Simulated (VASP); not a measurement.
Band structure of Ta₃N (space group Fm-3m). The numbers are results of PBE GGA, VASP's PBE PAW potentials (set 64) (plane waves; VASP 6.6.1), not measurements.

Unless said otherwise, spin-orbit coupling is left out, though it shifts the bands of the heavy elements here.

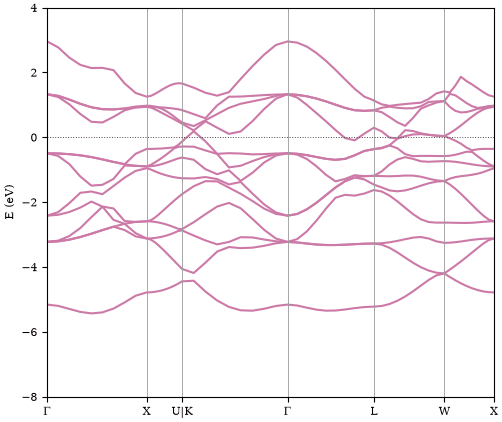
*Bands along high-symmetry lines, zero at the valence-band maximum or, without a gap, the Fermi level*

**Question.** Read the plot: is there a gap, and where are the band edges?

**Answer.** It has no gap at this level: it comes out as a metal or semimetal.

The structure was generated: Ta3N was put into an ordered model structure, which need not be its known phase. The cell was not relaxed at this level.
